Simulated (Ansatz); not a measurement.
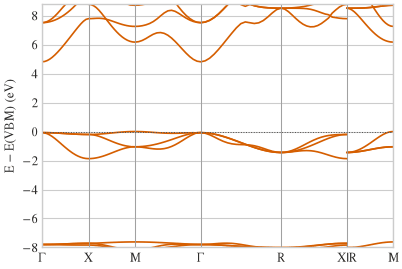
Band structure from plane-wave PAW r²SCAN+D4 (Ansatz code)

### Question
Read off the gap and where the band edges lie.

### Answer
About 4.8 eV (4.81 eV by a search for the band edges); maximum at M, minimum at Γ.

The material is H$_{4}$BrN in space group P-43m (No. 215; H on 4e, Br on 1b, N on 1a).

The workflow started from a Materials Project entry (that database holds measured and hypothetical structures alike); the Crystallography Open Database files this formula in space group No. 215, but the cells were not matched. Its standing as an ambient phase is unchecked. Symmetry was held in the r²SCAN+D4 relaxation; phonons on a q-mesh show no instability. Scalar-relativistic: spin–orbit coupling is off unless named, which matters more the heavier the elements.

Potentials: the later of the program's two PAW sets.
